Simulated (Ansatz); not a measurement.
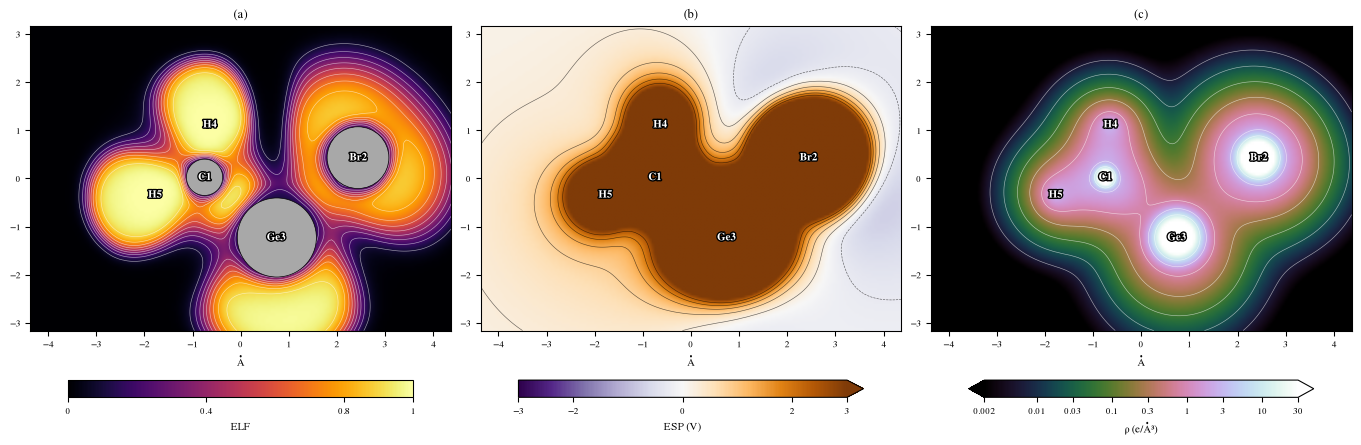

Figure 1: CH2BrGe (SMILES [CH2]=[Ge][Br]) (doublet). (a) electron localisation function; (b) molecular electrostatic potential; (c) electron density on the molecular plane. Grey discs cover the atomic cores in the ELF map.

Geometry: PBE0-D3(BJ)/def2-SVP.

All numbers below come from isolated molecule in a Gaussian basis; Kohn-Sham density functional theory, functional PBE0 (Ansatz).

```xyz
5

C     0.7324   -0.2033    1.0328
Br   -1.8520   -0.4529   -0.8595
Ge   -0.0155    0.9490   -0.3556
H     0.2981   -1.1625    1.3445
H     1.6490    0.0819    1.5690
```

### Interpret the plot.

- Atoms in the plane: C, Br, Ge and H.
- C–Ge (1.95 Å): ρ at the midpoint is about 0.87 e/Å³; the ELF peaks at about 0.95 in the valence shell of C, 0.7 Å from its nucleus, and is about 0.65 at the midpoint.
- Ge–Br (2.36 Å): the density is about 0.62 e/Å³ at the midpoint, with its minimum of 0.55 e/Å³ about 1.0 Å from Ge; the ELF peaks at about 0.75 in the valence shell of Br, 1.0 Å from its nucleus, and is about 0.70 at the midpoint.
- C–H (1.10 Å): ρ is about 2 e/Å³ halfway; the ELF climbs to about 1 towards the hydrogen, as it does in any bond to H: a covalent bond by its length.
- The ELF also peaks beside Br2, away from the bonds: non-bonding electrons, paired or unpaired.
- Outside the dense part of the molecule the potential is most negative (−0.7 V) near Br2.
